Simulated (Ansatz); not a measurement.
# CoPdO2, response to strain

Base system: CoPdO$_{2}$ (space group R-3m, No. 166; a = 2.825 Å, c = 17.762 Å (hexagonal axes); not spin-polarised; relaxed with 0.1 eV smearing).

Strains are applied to the cell and any free atomic positions relax.

Computed with r2SCAN in Ansatz (plane waves to 500 eV, PAW, scalar-relativistic without spin-orbit coupling), earlier PAW set.

Notes on the quantities. energy relative to the base: free energy F.

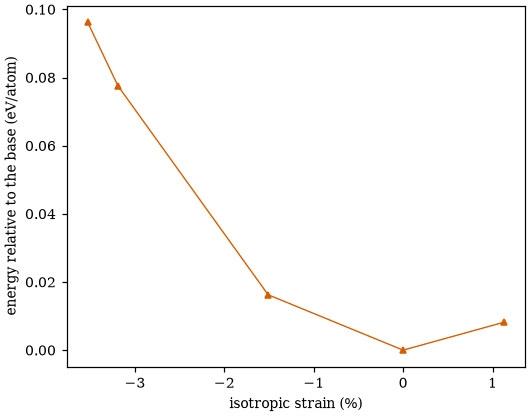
Energy relative to the base against isotropic strain

Question: From the plot, what is the energy relative to the base for isotropic strain +1.13 %?

Answer: About 0.008 eV/atom.

Question: Is the trend monotonic over the range shown?

Answer: No, it turns within the range, spanning 0 meV/atom to +96 meV/atom.

Stability against distortions was not tested. Starting moments died away, wholly or in part, for the base; another magnetic solution may exist. No Hubbard U is applied and the magnetic state is the run's own (CoPdO2 not spin-polarised; CoPdO2 non-magnetic); small cells can't hold the antiferromagnetic order that many such compounds have, so gaps and moments can be off. The final runs are not spin-polarised. An odd electron count without spin: CoPdO2.

Ansatz is a quantum-chemistry and plane-wave program.
